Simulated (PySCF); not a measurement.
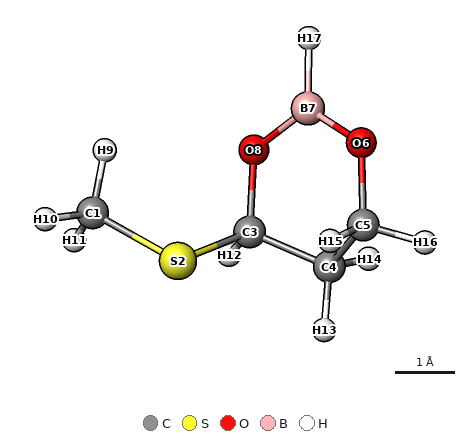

Fig. 1: The structure as given in the input (ball-and-stick view, seen at a tilt; atoms are numbered from 1 in the order of the input). Bond lengths as drawn: B–H 1.20 Å, B–O 1.35 to 1.37 Å, C–C 1.52 Å, C–H 1.10 Å, C–O 1.41 Å and C–S 1.80 to 1.83 Å.

## Two runs on C$_{4}$H$_{9}$BO$_{2}$S

System: C$_{4}$H$_{9}$BO$_{2}$S.
Method of run 1: GIAO PBE0/pcSseg-1 NMR shielding, non-relativistic, gas phase (PySCF 2.14.0).

The geometry comes from this level: PBE0-D3(BJ)/def2-SVP. Text and figures count atoms from 1; the logs count them from 0 in places.

## Input, run 1
```
{"job": {"kind": "nmr", "xc": "PBE0", "basis": "pcSseg-1"}, "charge": 0, "multiplicity": 1}
C      2.777447    -0.030511     0.040327
S      1.324641     0.829223     0.675750
C      0.133525     0.367806    -0.628075
C     -1.218399     0.994605    -0.318345
C     -1.856193     0.307250     0.875001
O     -1.855948    -1.096938     0.722332
B     -0.937100    -1.707693    -0.061628
O      0.026646    -1.027869    -0.753602
H      2.547164    -1.092224    -0.123135
H      3.562260     0.056328     0.803853
H      3.136886     0.423980    -0.895091
H      0.530201     0.743661    -1.584394
H     -1.106318     2.073285    -0.131437
H     -1.861463     0.877014    -1.206387
H     -1.316039     0.562040     1.802443
H     -2.900745     0.632194     0.999086
H     -0.980139    -2.905904    -0.179777
```

The first line tells a small driver script what to run in PySCF; the rest is the geometry in Å.

Command:
```bash
OMP_NUM_THREADS=1 python <driver script> task.json out
```

Hardware: 1 CPU thread, shared host.

## Output (run 1)
```
coarse grid: 14808 points
cycle   1  E = -730.6636532522  dE =  1.098e+00  |g| = 7.660e-01  |ddm| = 3.648e+00
cycle   2  E = -730.5622442817  dE =  1.014e-01  |g| = 1.088e+00  |ddm| = 1.207e+00
cycle   3  E = -730.7701966205  dE = -2.080e-01  |g| = 8.161e-02  |ddm| = 7.471e-01
cycle   4  E = -730.7714340532  dE = -1.237e-03  |g| = 3.170e-02  |ddm| = 9.696e-02
cycle   5  E = -730.7716540264  dE = -2.200e-04  |g| = 7.469e-03  |ddm| = 3.225e-02
cycle   6  E = -730.7716631719  dE = -9.145e-06  |g| = 3.324e-03  |ddm| = 6.677e-03
cycle   7  E = -730.7716650748  dE = -1.903e-06  |g| = 6.930e-04  |ddm| = 2.419e-03
final grid: 138552 points
cycle   8  E = -730.8415799102  dE = -3.405e-05  |g| = 1.217e-02  |ddm| = 2.755e-02
cycle   9  E = -730.8415552910  dE =  2.462e-05  |g| = 1.682e-02  |ddm| = 1.822e-02
cycle  10  E = -730.8416091534  dE = -5.386e-05  |g| = 1.042e-03  |ddm| = 1.058e-02
cycle  11  E = -730.8416093786  dE = -2.252e-07  |g| = 2.034e-04  |ddm| = 1.014e-03
cycle  12  E = -730.8416093875  dE = -8.844e-09  |g| = 5.819e-05  |ddm| = 2.385e-04
cycle  13  E = -730.8416093883  dE = -7.892e-10  |g| = 2.167e-05  |ddm| = 7.512e-05
converged SCF energy = -730.8416093883

GIAO shielding tensors (ppm)
atom      isotropic    diamagn.    paramagn.     s11        s22        s33       span
  0 C      167.621     249.766     -82.145    154.049    162.420    186.394     32.345
  1 S      465.370    1058.301    -592.930    255.679    427.018    713.413    457.734
  2 C      106.424     247.771    -141.347     77.725    115.032    126.516     48.791
  3 C      151.048     251.568    -100.520    141.263    153.141    158.739     17.476
  4 C      125.147     244.952    -119.805    103.493    109.995    161.953     58.460
  5 O      202.029     392.772    -190.744     66.147    194.198    345.741    279.594
  6 B       76.665     197.879    -121.214     60.601     72.670     96.724     36.123
  7 O      178.246     396.652    -218.406     28.115    172.207    334.416    306.301
  8 H       28.586      30.119      -1.533     22.552     28.223     34.984     12.432
  9 H       29.335      28.220       1.115     24.328     26.247     37.431     13.104
 10 H       29.086      28.975       0.111     23.965     26.517     36.776     12.811
 11 H       26.387      31.836      -5.449     22.818     25.287     31.054      8.236
 12 H       29.587      30.808      -1.222     25.103     28.498     35.159     10.057
 13 H       29.103      30.515      -1.412     24.536     27.327     35.445     10.909
 14 H       26.933      29.742      -2.809     23.485     26.401     30.914      7.428
 15 H       27.465      27.658      -0.193     22.816     26.448     33.130     10.314
 16 H       27.112      29.276      -2.164     23.758     26.129     31.448      7.690
```

For run 2 the input was changed thus:
```diff
-"xc": "PBE0"
+"xc": "PBE"
+"pop": false
```

How does run 2 compare with run 1?

The total energies belong to different methods, so their difference says nothing on which is more stable or more accurate. The HOMO goes from −6.73 to −5.48 eV. The LUMO goes from 0.49 to −0.52 eV. Of all shieldings, the largest change is that of S2, by −37.0 ppm. The functional changes from PBE0 to PBE. Exact exchange removes part of the self-interaction error of semilocal functionals, which pushes filled and empty levels apart. The SCF takes 16 iterations against 13.

## Output (run 2)
```
coarse grid: 14808 points
cycle   1  E = -730.5355814724  dE =  9.024e-01  |g| = 9.037e-01  |ddm| = 3.723e+00
cycle   2  E = -730.1412677250  dE =  3.943e-01  |g| = 1.693e+00  |ddm| = 2.027e+00
cycle   3  E = -730.6832364388  dE = -5.420e-01  |g| = 1.907e-01  |ddm| = 1.492e+00
cycle   4  E = -730.6904822280  dE = -7.246e-03  |g| = 6.519e-02  |ddm| = 2.216e-01
cycle   5  E = -730.6913842345  dE = -9.020e-04  |g| = 1.983e-02  |ddm| = 6.181e-02
cycle   6  E = -730.6914437332  dE = -5.950e-05  |g| = 1.130e-02  |ddm| = 2.249e-02
cycle   7  E = -730.6914663312  dE = -2.260e-05  |g| = 2.638e-03  |ddm| = 9.065e-03
cycle   8  E = -730.6914676400  dE = -1.309e-06  |g| = 7.478e-04  |ddm| = 2.855e-03
final grid: 138552 points
cycle   9  E = -730.7852581985  dE = -2.210e-05  |g| = 2.002e-02  |ddm| = 3.787e-02
cycle  10  E = -730.7850575904  dE =  2.006e-04  |g| = 3.765e-02  |ddm| = 3.768e-02
cycle  11  E = -730.7853381020  dE = -2.805e-04  |g| = 2.781e-03  |ddm| = 2.579e-02
cycle  12  E = -730.7853397429  dE = -1.641e-06  |g| = 6.088e-04  |ddm| = 2.595e-03
cycle  13  E = -730.7853398100  dE = -6.711e-08  |g| = 2.809e-04  |ddm| = 6.694e-04
cycle  14  E = -730.7853398233  dE = -1.329e-08  |g| = 7.553e-05  |ddm| = 2.306e-04
cycle  15  E = -730.7853398245  dE = -1.157e-09  |g| = 2.248e-05  |ddm| = 8.906e-05
cycle  16  E = -730.7853398246  dE = -1.037e-10  |g| = 6.153e-06  |ddm| = 2.501e-05
converged SCF energy = -730.7853398246

GIAO shielding tensors (ppm)
atom      isotropic    diamagn.    paramagn.     s11        s22        s33       span
  0 C      162.236     249.611     -87.374    148.134    155.777    182.798     34.665
  1 S      428.369    1058.699    -630.330    217.929    389.902    677.277    459.348
  2 C       97.904     248.606    -150.702     67.315    108.003    118.393     51.078
  3 C      144.917     252.069    -107.152    134.941    146.413    153.396     18.455
  4 C      118.146     245.871    -127.725     95.532    102.892    156.015     60.484
  5 O      184.388     392.885    -208.497     45.650    172.332    335.182    289.532
  6 B       72.861     199.220    -126.358     54.982     70.390     93.213     38.231
  7 O      159.958     396.530    -236.572      6.612    149.541    323.723    317.110
  8 H       28.445      30.349      -1.904     22.622     28.051     34.661     12.039
  9 H       29.241      28.231       1.011     24.506     26.347     36.871     12.365
 10 H       28.981      29.032      -0.051     24.030     26.499     36.414     12.384
 11 H       26.082      31.950      -5.868     22.569     25.170     30.508      7.938
 12 H       29.375      30.849      -1.474     25.131     28.524     34.469      9.337
 13 H       28.960      30.547      -1.587     24.594     27.373     34.914     10.320
 14 H       26.669      30.084      -3.415     23.361     26.236     30.409      7.048
 15 H       27.284      27.536      -0.251     22.825     26.476     32.551      9.726
 16 H       26.961      29.425      -2.465     23.795     26.085     31.002      7.207
```

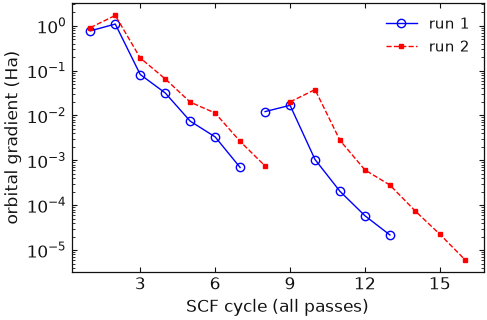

Fig. 2: Convergence of the two runs: orbital gradient against the SCF cycle. A break in a curve parts two SCF passes (coarse and final grid). Run 1 takes 13 cycles in all, and run 2 takes 16.

## The two runs side by side

| quantity | run 1 | run 2 |
| --- | --- | --- |
| outcome | converged | converged |
| total energy (hartree) | −730.841609 | −730.785340 |
| HOMO (eV) | −6.73 | −5.48 |
| LUMO (eV) | 0.49 | −0.52 |
| dipole moment (D) | 2.19 | 2.17 |
| shielding of C1 (ppm) | 167.6 | 162.2 |
| shielding of S2 (ppm) | 465.4 | 428.4 |
| shielding of C3 (ppm) | 106.4 | 97.9 |
| shielding of C4 (ppm) | 151.0 | 144.9 |
| shielding of C5 (ppm) | 125.1 | 118.1 |
| shielding of O6 (ppm) | 202.0 | 184.4 |
| shielding of O8 (ppm) | 178.2 | 160.0 |
| SCF iterations | 13 | 16 |
| basis functions | 188 | 188 |
| wall time (shared host) | 22 s | 33 s |
